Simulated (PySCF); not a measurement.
SMILES [SiH2](CCC)C#C (C₅H₁₀Si) at its GFN2-xTB optimised geometry (Å):

```
16

C      2.8065     1.5829     0.0000
C      1.6043     1.5829     0.0000
Si    -0.2467     1.5816     0.0020
C     -0.8223    -0.2122    -0.2707
C     -2.3413    -0.3583    -0.2702
C     -2.7742    -1.8021    -0.4990
H      3.8591     1.5821     0.0001
H     -0.7121     2.0833     1.3020
H     -0.7163     2.4472    -1.0882
H     -0.4310    -0.5852    -1.2201
H     -0.4042    -0.8573     0.5057
H     -2.7695     0.2729    -1.0531
H     -2.7412    -0.0109     0.6858
H     -2.4059    -2.1626    -1.4577
H     -3.8591    -1.8850    -0.4949
H     -2.3773    -2.4472     0.2828
```

Computed with B3LYP/def2-TZVP run with PySCF. Cells within 0.4 Å of a nucleus heavier than hydrogen are left out (blank, or x).

Map of the Laplacian of the electron density (e/bohr⁵), clipped to [-1.50, 1.50] on the plane z = 0.0 Å:

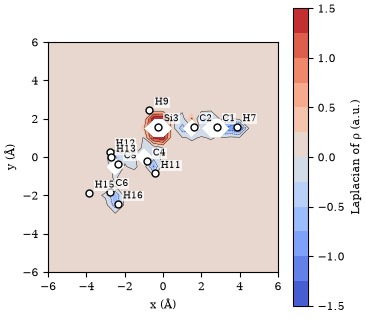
Figure. Laplacian of the electron density (e/bohr⁵), clipped to [-1.50, 1.50] on the plane z = 0.0 Å.
